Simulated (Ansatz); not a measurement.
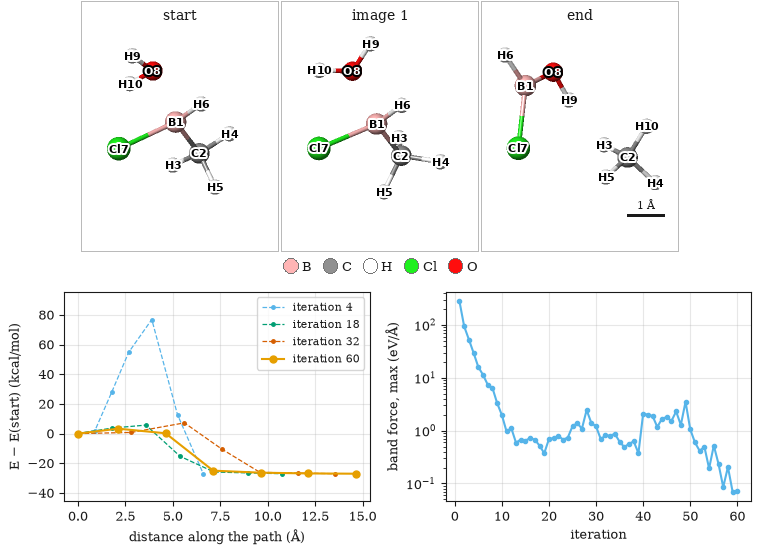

A nudged-elastic-band calculation for CH6BClO. Images are numbered from 0 (start) to 6 (end). The plot follows the band through its iterations. A ball-and-stick model, seen from a free direction.

Theory: Ansatz, RKS PBE/6-31G*. Settings: 5 movable images; climbing image; force threshold 0.05 eV/Å; iteration limit 60; starting path through a guess of the saddle point.

> Did the band converge, and can the barrier be trusted?

The result isn't final. The band hadn't converged when the run stopped after 60 iterations. The largest component of the band force went from 280 to 0.073 eV/Å. The barrier read from it is provisional, though the highest image hardly moved in the last two iterations. The first iteration put the highest image at 1215.5 kcal/mol. The highest point, image 1, lies 3.3 kcal/mol above the start and 30.3 kcal/mol above the end; the end is at −27.0 kcal/mol relative to the start.

Cost: 5.2 min on 1 thread of Intel(R) Xeon(R) 6975P-C (Granite Rapids), with other jobs on the host, peak memory 0.14 GiB.
